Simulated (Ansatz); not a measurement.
# NO+ (nitrosonium) at 6 levels

Aim: a comparison of 6 runs (B2PLYP/STO-3G, BHLYP/STO-3G, SVWN5/STO-3G, r2SCAN/STO-3G, CCSDTQ/STO-3G, UCCSD(T)/STO-3G) of NO+ (nitrosonium). 

Program for the calculation: Ansatz 0.2.0.

13 further runs of the same task are left out: 12 that didn't finish, 1 set aside as unsound or not needed.

## 1. The system as given

NO+ has 2 atoms, charge +1, and is taken as a singlet. As SMILES, `N#[O+]`. The O2–N1 distance was set to 1.595 Å, away from the relaxed value.

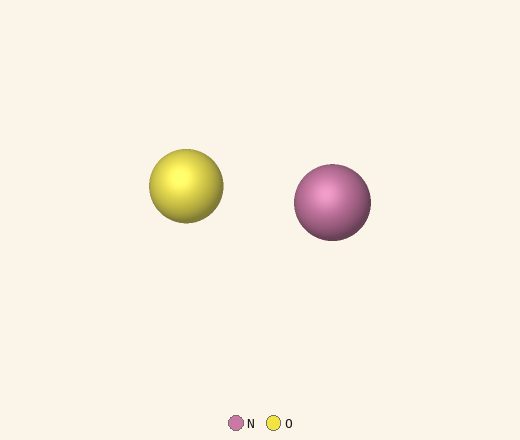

The structure, seen from a chosen angle (nitrogen pink, oxygen yellow).

## 2. The energy at B2PLYP/STO-3G (run 1)

run.yaml reads:

```yaml
crystal:
  periodic: [false, false, false]
  atoms:
    - {symbol: "N", position_ang: [0.000000, 0.000000, -0.531580]}
    - {symbol: O, position_ang: [0.000000, 0.000000, 1.063220]}
basis:
  gaussian:
    orbitals: STO-3G
total_charge: 1
correlation:
  frozen_orbitals: {"N": 1, O: 1}
hamiltonian:
  xc: {name: B2PLYP}
accuracy: high
```

Run with:

```bash
$ ansatz run run.yaml --threads 1 --pin off --max-ram 2610MiB --events-out events.jsonl --progress --plain --runs-dir runs
```

Log:

```text
Warning: RAYON_NUM_THREADS=1 ignored (pool sized by the plan → 1); use --threads N
Functional definition: B2PLYP
  name "B2PLYP"
  parameter a = 0.53
  parameter c = 0.27
  exchange = (1 - a)*b88_x + a*exact_x
  correlation = (1 - c)*lyp_c + c*(mp2_os + mp2_ss)
149 factors; integrals over basis functions are off by at most 5.2e-8 eV
mean field evaluation 1: about -3447.7329 eV, gradient 7.6e1 eV
mean field evaluation 2: about -3447.7262 eV, gradient 7.6e1 eV
mean field evaluation 4: about -3427.3927 eV, gradient 8.6e1 eV
mean field evaluation 8: about -3466.5342 eV, gradient 2.7e-3 eV
mean field evaluation 16: about -3464.1898 eV, gradient 1.9e1 eV
mean field evaluation 32: about -3436.5672 eV, gradient 3.2e1 eV
mean field evaluation 64: about -3466.5256 eV, gradient 1.6e-1 eV
mean field -3466.52614013 eV, -127.3924859538 hartree, gradient 3.9e-9 eV, S^2 0.000000; 6 other end points of the search recorded, 0 dependent functions left out; unrestricted orbitals would lower it
2 core orbitals not correlated: weight in the atoms' cores, before any rotation towards them, 1.000 or more for the frozen orbitals, at most 0.000 for the correlated occupied ones
reference -3466.52614968 eV, -127.3924863051 hartree; 5, 5 occupied and 3, 3 virtual orbitals, 149 factors
second order -21.82814190 eV of doubles, -0.00000000 eV of singles
Total energy: -3472.41974800 eV, -127.6090720482 hartree
```

It took 0.7 s on 1 thread of Arm Neoverse V1, shared host.

## 3. A single-point energy at BHLYP/STO-3G (run 2)

job.yaml reads:

```yaml
crystal:
  periodic: [false, false, false]
  atoms:
    - symbol: N
      position_ang: [0.000000, 0.000000, -0.531580]
    - symbol: O
      position_ang: [0.000000, 0.000000, 1.063220]
basis:
  gaussian: {orbitals: STO-3G}
accuracy: high
hamiltonian: {xc: {name: BHLYP}}
total_charge: 1
```

Run with:

```bash
$ ansatz run job.yaml --threads 1 --pin off --max-ram 2610MiB --events-out events.jsonl --progress --plain --runs-dir runs
```

Log:

```text
Warning: RAYON_NUM_THREADS=1 ignored (pool sized by the plan → 1); use --threads N
Functional definition: BHLYP
  name "BHLYP"
  parameter a = 0.5
[... 1 set-up line as earlier in the session ...]
  correlation = lyp_c
149 factors; integrals over basis functions are off by at most 5.2e-8 eV
mean field evaluation 1: about -3451.4062 eV, gradient 7.6e1 eV
mean field evaluation 2: about -3339.0735 eV, gradient 1.1e2 eV
mean field evaluation 4: about -3427.0986 eV, gradient 8.6e1 eV
mean field evaluation 8: about -3470.2407 eV, gradient 3.1e-1 eV
mean field evaluation 16: about -3468.6565 eV, gradient 1.7e1 eV
mean field -3470.24121835 eV, -127.5290125604 hartree, gradient 1.6e-8 eV, S^2 0.000000; 1 other end points of the search recorded, 0 dependent functions left out
reference -3470.24122854 eV, -127.5290129350 hartree; 7, 7 occupied and 3, 3 virtual orbitals, 149 factors
Total energy: -3470.24122854 eV, -127.5290129350 hartree
```

Wall time 0.4 s (1 thread of Arm Neoverse V1, shared host).

Runs 3 to 5 aren't shown in full; the table further down has their settings and results.

## 4. The energy at UCCSD(T)/STO-3G (run 6)

run.yaml reads:

```yaml
basis:
  gaussian: {orbitals: STO-3G}
crystal:
  periodic: [false, false, false]
  atoms:
    - {symbol: N, position_ang: [0.000000, 0.000000, -0.531580]}
    - {symbol: O, position_ang: [0.000000, 0.000000, 1.063220]}
total_charge: 1
magnetization: {spin_polarized: true, initial_magnetization: 0}
correlation: {method: ccsd_t, frozen_orbitals: {"N": 1, O: 1}}
accuracy: high
scf: {omitted_lower_state_checks: [cluster_reference, increment]}
```

Run with:

```bash
$ ansatz run run.yaml --threads 1 --pin off --max-ram 2610MiB --events-out events.jsonl --progress --plain --runs-dir runs
```

Log:

```text
Warning: RAYON_NUM_THREADS=1 ignored (pool sized by the plan → 1); use --threads N
[... 16 lines left out ...]
2 core orbitals not correlated: weight in the atoms' cores, before any rotation towards them, 1.000 or more for the frozen orbitals, at most 0.000 for the correlated occupied ones
[... 43 lines left out ...]
Total energy: -3464.11441082 eV, -127.3038565366 hartree
Checks for a lower state left out: cluster_reference, increment
```

Wall time 0.3 s (1 thread of Arm Neoverse V1, shared host).

## 5. Overview of the runs

```
run            level  frozen core orbitals  energy (Eh)  wall time
  1    B2PLYP/STO-3G                     2  -127.609072      0.7 s
  2     BHLYP/STO-3G                     –  -127.529013      0.4 s
  3     SVWN5/STO-3G                     –  -126.697315     0.26 s
  4    r2SCAN/STO-3G                     –  -127.624444      1.1 s
  5    CCSDTQ/STO-3G                     2  -127.313154      2.4 s
  6  UCCSD(T)/STO-3G                     2  -127.303857      0.3 s
```

## 6. Summary of results

```
                                          quantity          value
                               run 6: total energy  -127.30386 Eh
run 6: correlation energy (2 core orbitals frozen)      -83.9 mEh
                             run 6: (T) correction      -3.20 mEh
          run 6: ⟨S²⟩ of the reference determinant          2.104
                              run 6: T1 diagnostic          0.114
```

What this shows: Totals of different functionals can't be ranked against each other. In runs 1, 5 the log says that unrestricted orbitals would lower the reference, so the values rest on an unstable closed-shell determinant (other closed-shell runs at this shape may share the fault). In runs 1, 2, 3, 4, 5, 6 the basis is minimal, so the values are rough. Spin contamination of the reference: run 6 ⟨S²⟩ = 2.10. Where it is this large, the reference is a mixture of spin states, and values that rest on it are in doubt. All runs together took 5.1 s, the longest 2.4 s.
